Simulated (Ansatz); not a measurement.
System: C5H11Cl2In.

Input

```
crystal:
  periodic: [false, false, false]
  atoms:
    - {symbol: C, position_ang: [0.203780, 1.362143, -1.442158]}
    - {symbol: C, position_ang: [0.045863, 0.197673, -0.460845]}
    - {symbol: C, position_ang: [1.223291, -0.758742, -0.623262]}
    - {symbol: C, position_ang: [-1.258912, -0.535128, -0.757643]}
    - {symbol: C, position_ang: [0.021241, 0.777003, 0.952246]}
    - {symbol: In, position_ang: [-0.206383, -0.645582, 2.540678]}
    - {symbol: Cl, position_ang: [-0.331515, -0.008980, 4.778882]}
    - {symbol: Cl, position_ang: [-0.366133, -2.964753, 2.363987]}
    - {symbol: H, position_ang: [-0.626879, 2.067191, -1.353131]}
    - {symbol: H, position_ang: [0.227038, 0.997829, -2.472768]}
    - {symbol: H, position_ang: [1.132161, 1.908997, -1.257615]}
    - {symbol: H, position_ang: [1.284870, -1.126231, -1.650612]}
    - {symbol: H, position_ang: [1.123284, -1.633107, 0.027877]}
    - {symbol: H, position_ang: [2.169323, -0.261839, -0.389882]}
    - {symbol: H, position_ang: [-2.121066, 0.123776, -0.619931]}
    - {symbol: H, position_ang: [-1.385073, -1.408568, -0.109531]}
    - {symbol: H, position_ang: [-1.275989, -0.894319, -1.789627]}
    - {symbol: H, position_ang: [-0.803289, 1.484446, 1.082449]}
    - {symbol: H, position_ang: [0.944377, 1.318192, 1.180906]}
basis:
  gaussian: {orbitals: def2-TZVPP}
hamiltonian: {xc: pbe0, dispersion: d4}
output: {orbitals: {seedname: orbitals}}
```

Command:

```sh
ansatz run in.yaml --threads 4 --pin off --events-out ev --progress --plain --max-ram 46080MiB --backend cuda --devices 0, --max-vram 37GiB
```

Geometry: PBE0-D4/def2-TZVP; core potentials replace the inner electrons of In.

The calculation used RKS PBE0-D4/def2-TZVPP in Ansatz.

Q: What can the converged electron density and electron localisation function tell about the bonding?

A: C–C (1.53 Å): the density is about 1.7 e/Å³ at the midpoint; the ELF peaks at about 0.95 between the atoms (a covalent bond).
C–In (2.14 Å): ρ is about 0.69 e/Å³ halfway; the ELF peaks at about 0.85 in the valence shell of C, 0.7 Å from its nucleus, and drops to about 0.20 between the two atoms.
In–Cl (2.33 Å): ρ is about 0.59 e/Å³ halfway; the ELF peaks at about 0.80 in the valence shell of Cl, 0.8 Å from its nucleus, and drops to about 0.15 between the two atoms.
C–H (1.09 Å): ρ at the midpoint is about 2 e/Å³; the ELF climbs to about 1 towards the hydrogen, as it does in any bond to H; a covalent bond by its length.

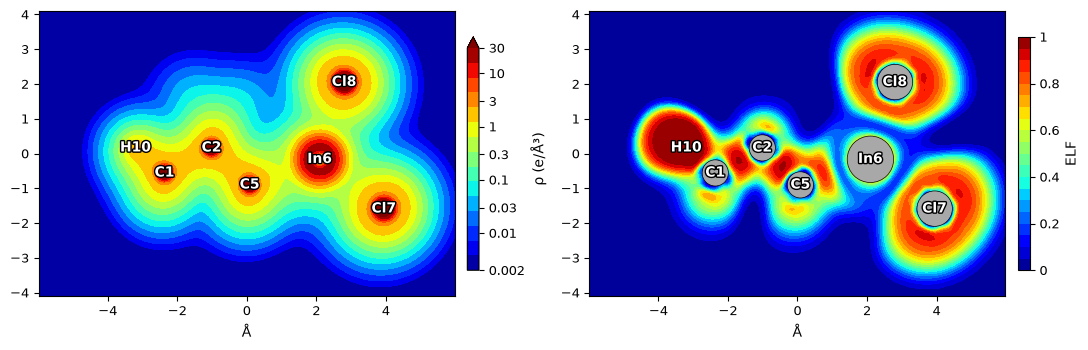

Computed electron density and electron localisation function on the plane of atoms C1, C2 and C5, in this order. Grey discs cover the atomic cores in the ELF map. 
